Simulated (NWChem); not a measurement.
# CIF2 (SMILES F[C](F)I): UB3LYP/def2-SVP (core potential)

What is the vertical ionisation energy of CIF2 at UB3LYP/def2-SVP (core potential)? 

Program for the calculation: NWChem 7.3.0.

### Step 1. The structure to begin with

CIF2: 4 atoms, total charge 0, spin state doublet. As SMILES, `F[C](F)I`. Geometry: relaxed at PBE0-D4/def2-TZVP.

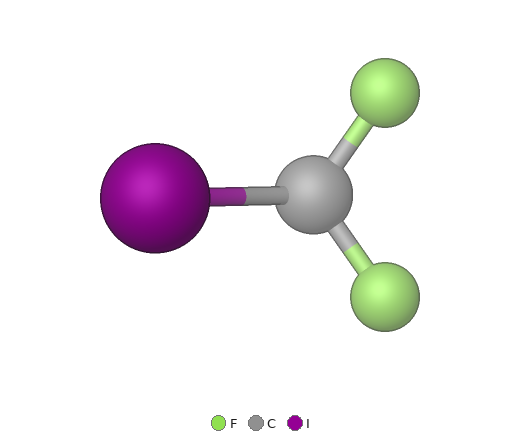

Viewed from a chosen angle; fluorine green, carbon grey, iodine purple.

### Step 2. The energy at UB3LYP/def2-SVP (core potential)

The input, input.xyz:

```xyz
4
CF2I
F      1.211500     0.084400     0.645900
C     -0.052600    -0.099200     0.339800
F     -0.252800    -1.355400     0.012400
I     -0.850600     1.309900    -1.018500
```

The input, input.nw:

```
start input
title "CF2I"
memory total 2200 mb
charge 0

geometry units angstroms noautosym nocenter noautoz
  load input.xyz
end

basis spherical bse
  * library def2-SVP
end

ecp bse
  I library def2-SVP
end

dft
  xc b3lyp
  mult 2
  grid fine
  convergence energy 1e-08
  maxiter 100
  mulliken
  print low
end

task dft energy
```

Run with:

```sh
$ nwchem input.nw > input.out
```

What it wrote:

```text
Northwest Computational Chemistry Package (NWChem) 7.3.0
             --------------------------------------------------------

           Job information
           ---------------

    nwchem branch   = 7.3.0
    use scalapack   = T
    input           = input.nw
    prefix          = input.
    data base       = ./input.db
    status          = startup
    nproc           =        1

           Memory information
           ------------------

    heap     =     72089598 doubles =      550.0 Mbytes
    stack    =     72089595 doubles =      550.0 Mbytes
    global   =    144179200 doubles =     1100.0 Mbytes (distinct from heap & stack)
    total    =    288358393 doubles =     2200.0 Mbytes
    verify   = yes
    hardfail = no

           Directory information
           ---------------------

  0 permanent = .
  0 scratch   = .

                                NWChem Input Module
                                -------------------

                                       CF2I
                                       ----

 Scaling coordinates for geometry "geometry" by  1.889725989
 (inverse scale =  0.529177249)

                             Geometry "geometry" -> ""
                             -------------------------

 Output coordinates in angstroms (scale by  1.889725989 to convert to a.u.)

  No.       Tag          Charge          X              Y              Z
 ---- ---------------- ---------- -------------- -------------- --------------
    1 F                    9.0000     1.21150000     0.08440000     0.64590000
    2 C                    6.0000    -0.05260000    -0.09920000     0.33980000
    3 F                    9.0000    -0.25280000    -1.35540000     0.01240000
    4 I                   53.0000    -0.85060000     1.30990000    -1.01850000

      Atomic Mass
      -----------

      F                 18.998400
      C                 12.000000
      I                126.900400

 Effective nuclear repulsion energy (a.u.)     315.9832175652

            Nuclear Dipole moment (a.u.)
            ----------------------------
        X                 Y               Z
 ---------------- ---------------- ----------------
   -69.4835238467   108.4523193476   -86.9595208165

            XYZ format geometry
            -------------------
     4
 geometry
 F                     1.21150000     0.08440000     0.64590000
 C                    -0.05260000    -0.09920000     0.33980000
 F                    -0.25280000    -1.35540000     0.01240000
 I                    -0.85060000     1.30990000    -1.01850000

 ==============================================================================
                                internuclear distances
 ------------------------------------------------------------------------------
       center one      |      center two      | atomic units |  angstroms
 ------------------------------------------------------------------------------
    2 C                |   1 F                |     2.48221  |     1.31353
    3 F                |   2 C                |     2.48217  |     1.31351
    4 I                |   2 C                |     3.99414  |     2.11361
 ------------------------------------------------------------------------------
                         number of included internuclear distances:          3
 ==============================================================================

 ==============================================================================
                                 internuclear angles
 ------------------------------------------------------------------------------
        center 1       |       center 2       |       center 3       |  degrees
 ------------------------------------------------------------------------------
    1 F                |   2 C                |   3 F                |   109.78
    1 F                |   2 C                |   4 I                |   114.83
    3 F                |   2 C                |   4 I                |   114.83
 ------------------------------------------------------------------------------
                            number of included internuclear angles:          3
 ==============================================================================

 Summary of "ao basis" -> "" (spherical)
 ------------------------------------------------------------------------------
       Tag                 Description            Shells   Functions and Types
 ---------------- ------------------------------  ------  ---------------------
 *                          def2-SVP                  on all atoms

                 ECP       "ecp basis" -> "" (cartesian)
                -----
  [basis functions not shown]

                                 NWChem DFT Module
                                 -----------------

                                       CF2I

                      Basis "ao basis" -> "ao basis" (spherical)
                      -----
  [basis functions not shown]

 Summary of "ao basis" -> "ao basis" (spherical)
 ------------------------------------------------------------------------------
       Tag                 Description            Shells   Functions and Types
 ---------------- ------------------------------  ------  ---------------------
 F                          def2-SVP                 6       14   3s2p1d
 C                          def2-SVP                 6       14   3s2p1d
 I                          def2-SVP                10       26   4s4p2d

  Caching 1-el integrals
   Time after variat. SCF:      0.2

     ---------------------------------------------
      Total Density - Mulliken Population Analysis
     ---------------------------------------------

    Atom       Charge   Shell Charges
 -----------   ------   -------------------------------------------------------
    1 F    9     9.34   1.99  1.14  0.76  3.42  2.02  0.01
    2 C    6     5.08   1.99  0.91  0.43  1.14  0.52  0.09
    3 F    9     9.34   1.99  1.14  0.76  3.42  2.02  0.01
    4 I   25    25.24   0.22  1.83  1.24  0.66  3.13  2.93  2.62  2.58  9.83  0.21

     --------------------------------------------
      Spin Density - Mulliken Population Analysis
     --------------------------------------------

    Atom       Charge   Shell Charges
 -----------   ------   -------------------------------------------------------
    1 F    9     0.05   0.00  0.00 -0.00  0.05 -0.00  0.00
    2 C    6     0.64   0.00  0.11  0.16  0.22  0.14  0.00
    3 F    9     0.05   0.00  0.00 -0.00  0.05 -0.00  0.00
    4 I   25     0.27   0.00 -0.00  0.01 -0.00  0.01 -0.01  0.12  0.12  0.00  0.01
   Time prior to 1st pass:      0.2

           Memory utilization after 1st SCF pass:
           Heap Space remaining (MW):       37.00            37002582
          Stack Space remaining (MW):       72.09            72088868

   convergence    iter        energy       DeltaE   RMS-Dens  Diis-err    time
 ---------------- ----- ----------------- --------- --------- ---------  ------
 d= 0,ls=0.0,diis     1   -535.1670330332 -7.18D+02  1.74D-02  3.14D-01     1.0
                                                     1.34D-02  2.82D-01
 d= 0,ls=0.0,diis     2   -534.8587023104  3.08D-01  1.00D-02  9.59D-01     1.7
                                                     1.03D-02  1.02D+00
 d= 0,ls=0.0,diis     3   -535.3161278956 -4.57D-01  3.38D-03  7.30D-03     2.4
                                                     2.22D-03  5.69D-03
 d= 0,ls=0.0,diis     4   -535.3190118757 -2.88D-03  8.97D-04  4.59D-03     3.1
                                                     1.02D-03  4.96D-03
 d= 0,ls=0.0,diis     5   -535.3217231391 -2.71D-03  3.87D-04  2.55D-04     3.9
                                                     1.77D-04  2.83D-04
  Resetting Diis
 d= 0,ls=0.0,diis     6   -535.3218621515 -1.39D-04  1.85D-04  1.88D-05     4.7
                                                     1.30D-04  2.78D-05
 d= 0,ls=0.0,diis     7   -535.3218919984 -2.98D-05  8.83D-05  1.88D-06     5.4
                                                     1.78D-05  6.90D-07
 d= 0,ls=0.0,diis     8   -535.3218943409 -2.34D-06  1.43D-05  8.67D-07     6.2
                                                     2.27D-05  1.74D-06
 d= 0,ls=0.0,diis     9   -535.3218952953 -9.54D-07  3.04D-05  3.38D-07     6.9
                                                     9.54D-06  9.48D-08
 d= 0,ls=0.0,diis    10   -535.3218956874 -3.92D-07  9.89D-06  3.08D-08     7.7
                                                     4.69D-06  4.11D-08
 d= 0,ls=0.0,diis    11   -535.3218957271 -3.96D-08  1.35D-06  8.97D-09     8.5
                                                     1.17D-06  7.97D-09
 d= 0,ls=0.0,diis    12   -535.3218957306 -3.51D-09  4.56D-07  5.00D-10     9.2
                                                     4.00D-07  4.77D-10

         Total DFT energy =     -535.321895730563
      One electron energy =    -1210.353053388814
           Coulomb energy =      541.095207081481
    Exchange-Corr. energy =      -48.636122643260
 Nuclear repulsion energy =      182.572073220030

 Numeric. integr. density =       48.999999336537

     Total iterative time =      9.0s

     ---------------------------------------------
      Total Density - Mulliken Population Analysis
     ---------------------------------------------

    Atom       Charge   Shell Charges
 -----------   ------   -------------------------------------------------------
    1 F    9     9.13   1.99  1.14  0.76  3.35  1.88  0.01
    2 C    6     5.78   1.99  0.98  0.30  1.81  0.58  0.12
    3 F    9     9.13   1.99  1.14  0.76  3.35  1.88  0.01
    4 I   25    24.96   0.22  1.83  1.37  0.55  3.12  2.94  2.62  2.28  9.80  0.25

     --------------------------------------------
      Spin Density - Mulliken Population Analysis
     --------------------------------------------

    Atom       Charge   Shell Charges
 -----------   ------   -------------------------------------------------------
    1 F    9     0.06   0.00  0.00 -0.00  0.07 -0.01  0.00
    2 C    6     0.72   0.00  0.10  0.09  0.40  0.12 -0.00
    3 F    9     0.06   0.00  0.00 -0.00  0.07 -0.01  0.00
    4 I   25     0.16   0.00 -0.00  0.00 -0.00  0.01 -0.01  0.10  0.06 -0.00  0.00

     -------------------------------------------
      Total Density - Lowdin Population Analysis
     -------------------------------------------

    Atom       Charge   Shell Charges
 -----------   ------   -------------------------------------------------------
    1 F    9     9.03   1.98  1.02  0.73  3.22  2.06  0.01
    2 C    6     6.08   1.96  0.71  0.43  1.67  1.05  0.25
    3 F    9     9.03   1.98  1.02  0.73  3.22  2.06  0.01
    4 I   25    24.87   0.74  1.25  1.07  0.80  3.18  2.77  2.50  2.49  9.48  0.59

     ------------------------------------------
      Spin Density - Lowdin Population Analysis
     ------------------------------------------

    Atom       Charge   Shell Charges
 -----------   ------   -------------------------------------------------------
    1 F    9     0.08   0.00  0.00 -0.00  0.07  0.00  0.00
    2 C    6     0.68   0.00  0.08  0.06  0.40  0.13  0.01
    3 F    9     0.08   0.00  0.00 -0.00  0.07  0.00  0.00
    4 I   25     0.16   0.00  0.00  0.00  0.00  0.01 -0.00  0.09  0.05 -0.00  0.01

     --------------------------
     Expectation value of S2:
     --------------------------
      <S2> =      0.7536 (Exact =     0.7500)

 Task  times  cpu:        9.2s     wall:        9.2s
 Total times  cpu:        9.2s     wall:        9.2s
```

Wall time 9.9 s (1 thread of Intel Xeon 6975P-C (Granite Rapids), shared host); peak memory 0.12 GiB.

### Step 3. The singlet cation at the same level

input.xyz is that of step 2.

The input, input.nw:

```
start input
title "CF2I"
memory total 2200 mb
charge 1
geometry noautosym nocenter noautoz
  load input.xyz
end
basis spherical bse
  * library def2-SVP
end
ecp bse
  I library def2-SVP
end
dft
  xc b3lyp
  grid fine
  convergence energy 1e-08
  maxiter 100
  mulliken
  print low
end
task dft energy
```

Run with:

```sh
$ nwchem input.nw > input.out
```

What it wrote:

```text
Northwest Computational Chemistry Package (NWChem) 7.3.0
             --------------------------------------------------------

           Job information
           ---------------

    nwchem branch   = 7.3.0
    use scalapack   = T
    input           = input.nw
    prefix          = input.
    data base       = ./input.db
    status          = startup
    nproc           =        1

           Memory information
           ------------------

    heap     =     72089598 doubles =      550.0 Mbytes
    stack    =     72089595 doubles =      550.0 Mbytes
    global   =    144179200 doubles =     1100.0 Mbytes (distinct from heap & stack)
    total    =    288358393 doubles =     2200.0 Mbytes
    verify   = yes
    hardfail = no

           Directory information
           ---------------------

  0 permanent = .
  0 scratch   = .

                                NWChem Input Module
                                -------------------

                                       CF2I
                                       ----

 Scaling coordinates for geometry "geometry" by  1.889725989
 (inverse scale =  0.529177249)

                             Geometry "geometry" -> ""
                             -------------------------

 Output coordinates in angstroms (scale by  1.889725989 to convert to a.u.)

  No.       Tag          Charge          X              Y              Z
 ---- ---------------- ---------- -------------- -------------- --------------
    1 F                    9.0000     1.21150000     0.08440000     0.64590000
    2 C                    6.0000    -0.05260000    -0.09920000     0.33980000
    3 F                    9.0000    -0.25280000    -1.35540000     0.01240000
    4 I                   53.0000    -0.85060000     1.30990000    -1.01850000

      Atomic Mass
      -----------

      F                 18.998400
      C                 12.000000
      I                126.900400

 Effective nuclear repulsion energy (a.u.)     315.9832175652

            Nuclear Dipole moment (a.u.)
            ----------------------------
        X                 Y               Z
 ---------------- ---------------- ----------------
   -69.4835238467   108.4523193476   -86.9595208165

            XYZ format geometry
            -------------------
     4
 geometry
 F                     1.21150000     0.08440000     0.64590000
 C                    -0.05260000    -0.09920000     0.33980000
 F                    -0.25280000    -1.35540000     0.01240000
 I                    -0.85060000     1.30990000    -1.01850000

 ==============================================================================
                                internuclear distances
 ------------------------------------------------------------------------------
       center one      |      center two      | atomic units |  angstroms
 ------------------------------------------------------------------------------
    2 C                |   1 F                |     2.48221  |     1.31353
    3 F                |   2 C                |     2.48217  |     1.31351
    4 I                |   2 C                |     3.99414  |     2.11361
 ------------------------------------------------------------------------------
                         number of included internuclear distances:          3
 ==============================================================================

 ==============================================================================
                                 internuclear angles
 ------------------------------------------------------------------------------
        center 1       |       center 2       |       center 3       |  degrees
 ------------------------------------------------------------------------------
    1 F                |   2 C                |   3 F                |   109.78
    1 F                |   2 C                |   4 I                |   114.83
    3 F                |   2 C                |   4 I                |   114.83
 ------------------------------------------------------------------------------
                            number of included internuclear angles:          3
 ==============================================================================

 Summary of "ao basis" -> "" (spherical)
 ------------------------------------------------------------------------------
       Tag                 Description            Shells   Functions and Types
 ---------------- ------------------------------  ------  ---------------------
 *                          def2-SVP                  on all atoms

                 ECP       "ecp basis" -> "" (cartesian)
                -----
  [basis functions not shown]

                                 NWChem DFT Module
                                 -----------------

                                       CF2I

                      Basis "ao basis" -> "ao basis" (spherical)
                      -----
  [basis functions not shown]

 Summary of "ao basis" -> "ao basis" (spherical)
 ------------------------------------------------------------------------------
       Tag                 Description            Shells   Functions and Types
 ---------------- ------------------------------  ------  ---------------------
 F                          def2-SVP                 6       14   3s2p1d
 C                          def2-SVP                 6       14   3s2p1d
 I                          def2-SVP                10       26   4s4p2d

  Caching 1-el integrals
   Time after variat. SCF:      0.2

     ---------------------------------------------
      Total Density - Mulliken Population Analysis
     ---------------------------------------------

    Atom       Charge   Shell Charges
 -----------   ------   -------------------------------------------------------
    1 F    9     9.30   1.99  1.19  0.72  3.54  1.86  0.01
    2 C    6     4.49   1.99  0.84  0.24  0.97  0.35  0.10
    3 F    9     9.30   1.99  1.19  0.72  3.54  1.86  0.01
    4 I   25    24.91   0.23  1.83  1.41  0.50  3.17  2.90  2.92  1.92  9.89  0.14
   Time prior to 1st pass:      0.2

           Memory utilization after 1st SCF pass:
           Heap Space remaining (MW):       37.00            37002606
          Stack Space remaining (MW):       72.09            72089100

   convergence    iter        energy       DeltaE   RMS-Dens  Diis-err    time
 ---------------- ----- ----------------- --------- --------- ---------  ------
 d= 0,ls=0.0,diis     1   -534.6876715889 -7.17D+02  4.61D-02  2.61D+00     0.8
 d= 0,ls=0.0,diis     2   -533.1011931160  1.59D+00  4.25D-02  1.34D+01     1.4
 d= 0,ls=0.0,diis     3   -534.8939118678 -1.79D+00  1.48D-02  6.24D-01     1.9
 d= 0,ls=0.0,diis     4   -534.9623497971 -6.84D-02  4.82D-03  1.64D-01     2.4
 d= 0,ls=0.0,diis     5   -534.9851554930 -2.28D-02  4.90D-04  1.67D-03     3.0
  Resetting Diis
 d= 0,ls=0.0,diis     6   -534.9853848784 -2.29D-04  1.65D-04  5.33D-05     3.6
 d= 0,ls=0.0,diis     7   -534.9853922827 -7.40D-06  1.22D-04  6.83D-06     4.1
 d= 0,ls=0.0,diis     8   -534.9853875490  4.73D-06  8.94D-05  3.40D-05     4.7
 d= 0,ls=0.0,diis     9   -534.9853934706 -5.92D-06  8.72D-06  5.50D-07     5.2
 d= 0,ls=0.0,diis    10   -534.9853935457 -7.51D-08  2.12D-06  5.54D-08     5.8
 d= 0,ls=0.0,diis    11   -534.9853935502 -4.44D-09  1.71D-06  9.23D-09     6.4

         Total DFT energy =     -534.985393550156
      One electron energy =    -1197.057728969890
           Coulomb energy =      527.711387614064
    Exchange-Corr. energy =      -48.211125414359
 Nuclear repulsion energy =      182.572073220030

 Numeric. integr. density =       47.999999329943

     Total iterative time =      6.2s

     ---------------------------------------------
      Total Density - Mulliken Population Analysis
     ---------------------------------------------

    Atom       Charge   Shell Charges
 -----------   ------   -------------------------------------------------------
    1 F    9     9.00   1.99  1.17  0.75  3.31  1.77  0.01
    2 C    6     5.61   1.99  1.02  0.23  1.73  0.53  0.13
    3 F    9     9.00   1.99  1.17  0.75  3.31  1.77  0.01
    4 I   25    24.40   0.23  1.83  1.44  0.48  3.11  2.94  2.55  1.77  9.80  0.25

     -------------------------------------------
      Total Density - Lowdin Population Analysis
     -------------------------------------------

    Atom       Charge   Shell Charges
 -----------   ------   -------------------------------------------------------
    1 F    9     8.90   1.98  1.04  0.72  3.17  1.98  0.02
    2 C    6     5.84   1.97  0.72  0.39  1.56  0.96  0.25
    3 F    9     8.90   1.98  1.04  0.72  3.17  1.98  0.02
    4 I   25    24.36   0.74  1.25  1.11  0.76  3.17  2.77  2.39  2.09  9.49  0.58

 Task  times  cpu:        6.4s     wall:        6.4s
 Total times  cpu:        6.4s     wall:        6.4s
```

Run time: 7.2 s. Hardware: 1 thread of Intel Xeon 6975P-C (Granite Rapids), shared host; peak memory 0.12 GiB.

### Step 4. Results

At UB3LYP/def2-SVP (core potential):

| quantity | value |
| --- | --- |
| doublet CIF2: total energy | -535.32190 Eh |
| doublet CIF2: ⟨S²⟩ | 0.754 |
| singlet cation: total energy | -534.98539 Eh |
| vertical ionisation energy (to the singlet cation) | 9.157 eV |

Removing an electron at fixed nuclei costs 9.16 eV (883 kJ/mol). Only the singlet of the ionised species was computed; a triplet could lie lower. Mulliken charges (doublet CIF2) run from -0.13 on F1 to +0.22 on C2.
